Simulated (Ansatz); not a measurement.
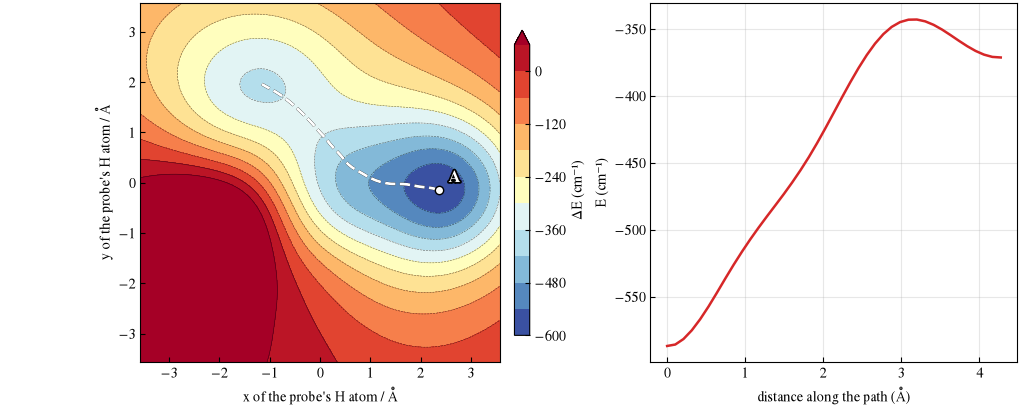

C₃H₃FS (SMILES CC(F)=C=S) with the probe H2O. 
- The probe is moved over a plane parallel to the molecule's main plane, 2.98 Å above it.
- The first coordinate is: x of the probe's H atom; the second: y of the probe's H atom.
- Nothing is relaxed (molecule and probe rigid, the probe upright with H nearest the plane).
- The grid has 15 × 15 points.
- Points are written as (first, second).
- All energies are given in cm⁻¹ relative to molecule and probe far apart, each relaxed in its own basis (no counterpoise correction).
- Computed with Ansatz 0.2.0, RHF/def2-SVPD.

In the figure: filled contours, a line along the lowest path, one colour for all values above the top of the scale, the energy along the path at the right, the start A. Between grid points the surface is interpolated.

Q: Describe the path and its barrier.

A: The easiest path leads from the well at about (2.36 Å, −0.15 Å) to the well at about (−1.16 Å, 1.96 Å), about 220 cm⁻¹ higher. Its highest point lies about 240 cm⁻¹ above the bottom of the first well on the interpolated surface, at about (−0.30 Å, 1.33 Å). Seen from the upper well the barrier is about 28 cm⁻¹. This is the barrier on the constrained surface; relaxing the other coordinates would change it.
